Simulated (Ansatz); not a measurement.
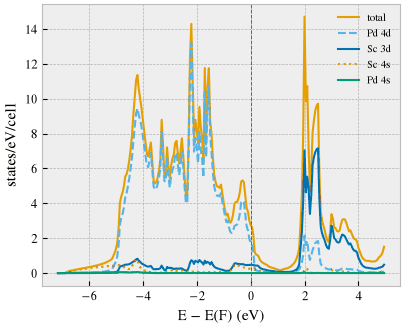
Figure. Total and projected density of states of ScPd3 (Cu3Au type, Pm-3m), PBEsol in the plane-wave PAW code Ansatz

Which orbitals carry the states next to the Fermi level?

Within 0.5 eV of the Fermi level: Pd 4d 65 %, Sc 3d 16 %, Sc 4s 9 %, outside the projected shells 10 %. Projections are on Löwdin-orthogonalised atomic valence shells; empty p or d shells of many metals are not among them.

Where is the tallest occupied peak in this window, and what makes it?

Near -2.2 eV, about 14 states/eV per cell; the largest projected share is Pd 4d.

The first step of the workflow began from a Materials Project structure, measured or hypothetical; the Crystallography Open Database files this formula in space group No. 221, but the cells were not matched. Its standing as an ambient phase is unchecked. Symmetry was held in the PBEsol relaxation; of distortions, only those at the zone centre were tested. No spin polarisation was allowed. Spin–orbit coupling is left out wherever it is not named.

Potentials: the later of the program's two PAW sets.
